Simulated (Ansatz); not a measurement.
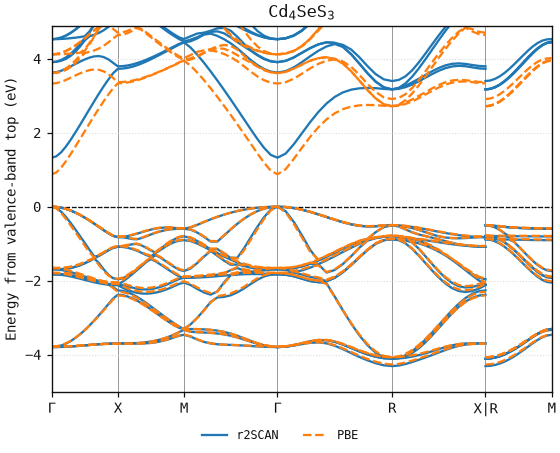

Band structures of Cd4SeS3, space group P-43m (No. 215), 8 atoms in the cell, by two methods on the same cell. Each is counted from its own valence-band top.

**What changes from one method to the other?**

r2SCAN gives a gap of 1.32 eV along the path and PBE gives a gap of 0.88 eV along the path. Over the top 3 filled bands the two differ by 0.01 eV on average.

Settings. r2SCAN: DFT r2SCAN, scalar-relativistic, plane waves, PAW, no spin polarisation, 6×6×6 k mesh, 500 eV cutoff (Ansatz). PBE: DFT PBE, scalar-relativistic, plane waves, PAW, no spin polarisation, 6×6×6 k mesh, 420 eV cutoff, Gaussian smearing of 0.02 eV (Ansatz).

The structure is an invented one, so it need not be a known or stable phase.
